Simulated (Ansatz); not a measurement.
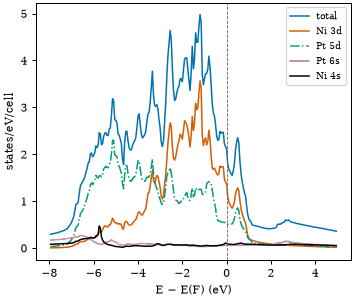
Total and projected density of states of NiPt (L1₀ or tetragonal B2, P4/mmm), plane-wave PAW r²SCAN (Ansatz code)

Task: Which orbitals carry the states next to the Fermi level?

Result: Within 0.5 eV of the Fermi level: Ni 3d 63 %, Pt 5d 29 %. Projections are on Löwdin-orthogonalised atomic valence shells; empty p or d shells of many metals are not among them.

Task: Where is the tallest occupied peak in this window, and what makes it?

Result: Near -1.2 eV, about 5.0 states/eV per cell; the largest projected share is Ni 3d.

The first step of the workflow began from a Materials Project structure, measured or hypothetical; the Crystallography Open Database copy checked does not list it. With Ni and Pt taken as one species the cell has the higher symmetry I4/mmm, so it may be an ordered model of a mixed-site phase. Whether it is the stable phase at ambient conditions was not checked. Symmetry was held in the r²SCAN relaxation; whether a distortion lowers the energy is not shown. Spin order of the final state: ferromagnetic, chosen from 5 collinear starts compared on coarse meshes (ties went to the first, and starts can fall back to one state), not a proven ground state. Other orbital occupations within this spin state were not tried. Spin–orbit coupling is left out wherever it is not named.

Potentials: the later of the program's two PAW sets.
